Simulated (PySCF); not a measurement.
SiO (charge +1, doublet)

```xyz
2

Si    0.0000    0.0000   -0.5522
O     0.0000    0.0000    0.9658
```

These are results of PySCF 2.14.0, PBE0/pcseg-2, non-relativistic, at a bond length of 1.518 Å, not measurements.

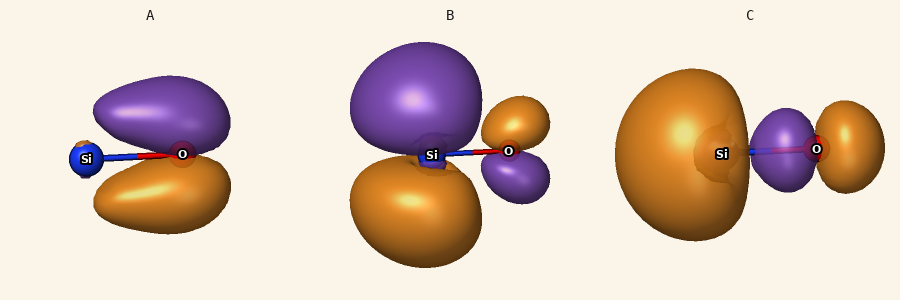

Figure 1. Three frontier α-spin orbitals, each drawn at the value that holds 80 % of its norm (orange and purple are the two phases), in no order; of a degenerate pair one member is drawn.

### Name the orbitals and rank them from lowest to highest energy.

Orbital C: σ, occupied in this spin, −18.28 eV; mainly on Si (70 %).
Orbital A: π, occupied in this spin, −18.21 eV; mainly on O (80 %).
Orbital B: π, empty in this spin, −9.87 eV; mainly on Si (85 %).

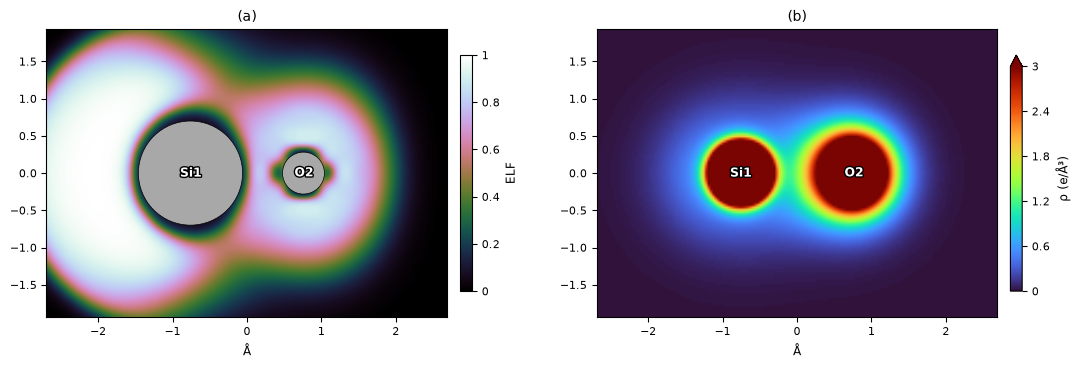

Figure 2. (a) electron localisation function; (b) total electron density on a plane that holds the molecular axis. Grey discs cover the atomic cores in the ELF map.

### What does the map show?

- The section cuts through Si and O sites.
- Si–O (1.52 Å): ρ is about 1.4 e/Å³ halfway; the ELF peaks at about 0.80 in the valence shell of O, 0.6 Å from its nucleus, and is about 0.40 at the midpoint.
- The ELF also peaks beside O2 and Si1, away from the bonds: non-bonding electrons, paired or unpaired.

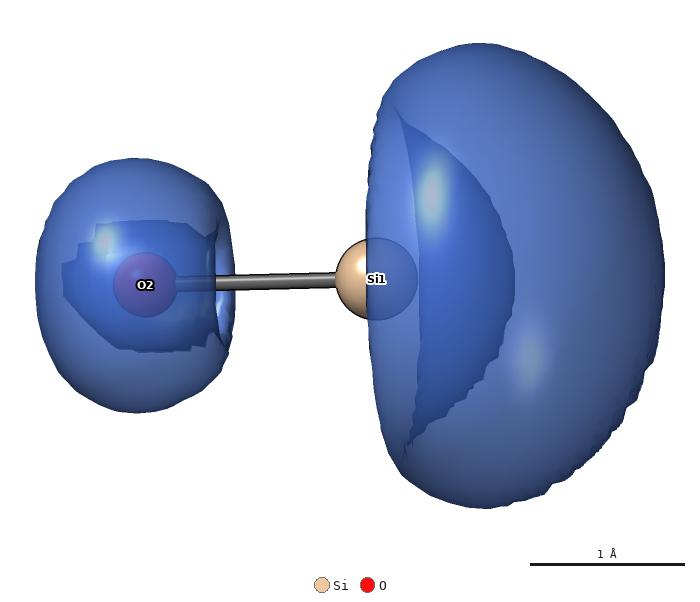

Figure 3. Isosurface of the electron localisation function at 0.8 (blue), seen from one side. Core shells and regions of very low density are left out.

### What do the ELF domains correspond to?

The surface consists of one lobe on Si, pointing away from the bonds (non-bonding electrons) and one region wrapped around O (its lone pairs, merged into a ring or cap).
